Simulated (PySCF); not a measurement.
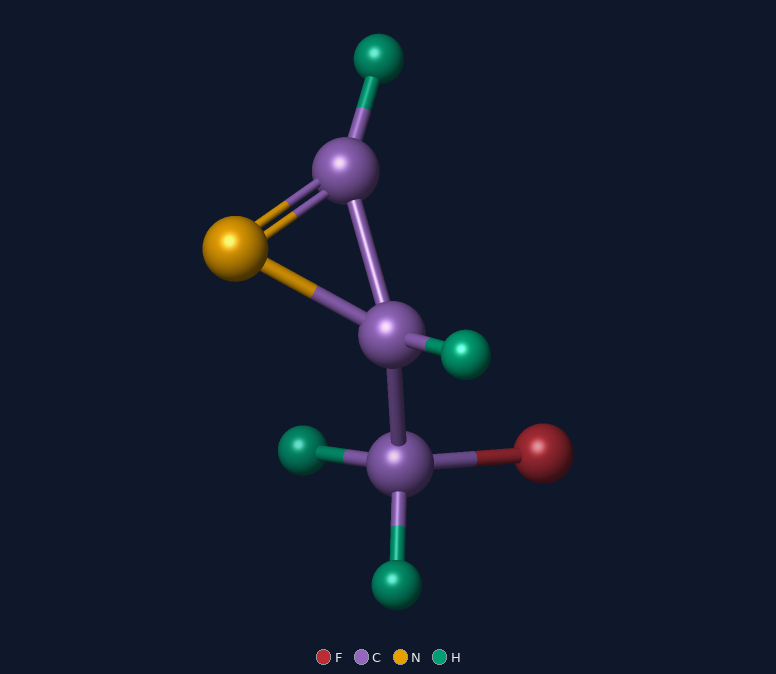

The picture shows a molecular structure as a ball-and-stick model. Multiple sticks mark multiple bonds (one Kekulé form).

The geometry was computed by an optimisation with GFN2-xTB. No frequency run is at hand to confirm it as a minimum.

What does the picture show?

Formula C₃H₄FN. SMILES: `FC[C@H]1C=N1`. Independent rings (smallest set): 1 of 3 members. Among its groups: imine, C–F bond. The point group is C1. Coordination, clear cases only: 1 C tetrahedral.

The parts below concern this one geometry. Atoms keep their numbers from picture to picture.

### Bond orders

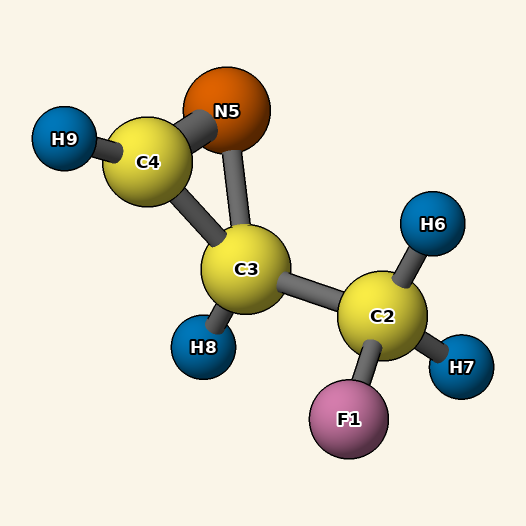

The thickness of each stick grows with its Mayer bond order. No frequency run is at hand to confirm it as a minimum. Computed with PBE0/pcSseg-1 (PySCF 2.14.0).

List the Mayer bond orders of F1–C2, C2–C3, C2–H6, C2–H7, C3–C4, C3–N5, C3–H8, C4–N5, C4–H9.

| bond | Mayer order | length (Å) |
| --- | --- | --- |
| F1–C2 | 0.89 | 1.380 |
| C2–C3 | 1.02 | 1.507 |
| C2–H6 | 0.95 | 1.095 |
| C2–H7 | 0.95 | 1.094 |
| C3–C4 | 0.96 | 1.456 |
| C3–N5 | 0.93 | 1.498 |
| C3–H8 | 0.94 | 1.084 |
| C4–N5 | 1.84 | 1.250 |
| C4–H9 | 0.98 | 1.062 |

### Dipole moment

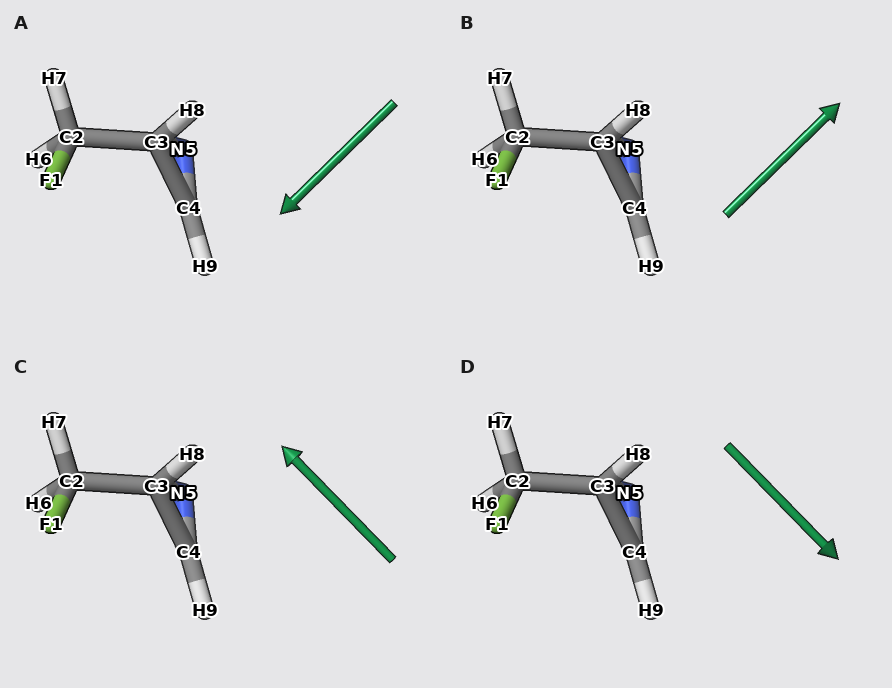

The same molecule four times, each with an arrow. No frequency run is at hand to confirm it as a minimum. Properties computed with PBE0/def2-SVPD, gas phase (PySCF 2.14.0).

Which arrow points along the dipole moment, from the negative to the positive end?

D. The dipole moment is 0.92 D; it points from the side of H7 to the side of H9 (the outermost atoms at the two ends).

### Quadrupole coupling

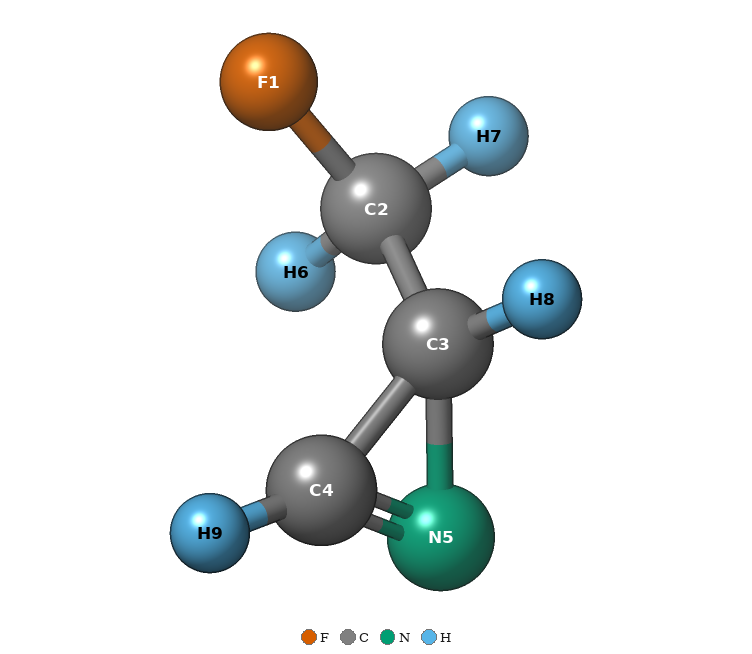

No frequency run is at hand to confirm it as a minimum. Electric field gradients from the ground-state density, PBE0/pcSseg-1 (PySCF 2.14.0), non-relativistic apart from any core potentials.

Give the largest field-gradient component, the quadrupole coupling constant and the asymmetry for 14N at N5 (Q = 20.44 mb), 2H at H6 (Q = 2.86 mb), 2H at H7 (Q = 2.86 mb), 2H at H8 (Q = 2.86 mb), 2H at H9 (Q = 2.86 mb).

```json
{"atom": "N5", "V_zz (a.u.)": "−0.758", "e²qQ/h (MHz)": "−3.64", "η": "0.47"}
{"atom": "H6", "V_zz (a.u.)": "0.285", "e²qQ/h (MHz)": "0.192", "η": "0.05"}
{"atom": "H7", "V_zz (a.u.)": "0.289", "e²qQ/h (MHz)": "0.194", "η": "0.06"}
{"atom": "H8", "V_zz (a.u.)": "0.314", "e²qQ/h (MHz)": "0.211", "η": "0.10"}
{"atom": "H9", "V_zz (a.u.)": "0.362", "e²qQ/h (MHz)": "0.243", "η": "0.03"}
```
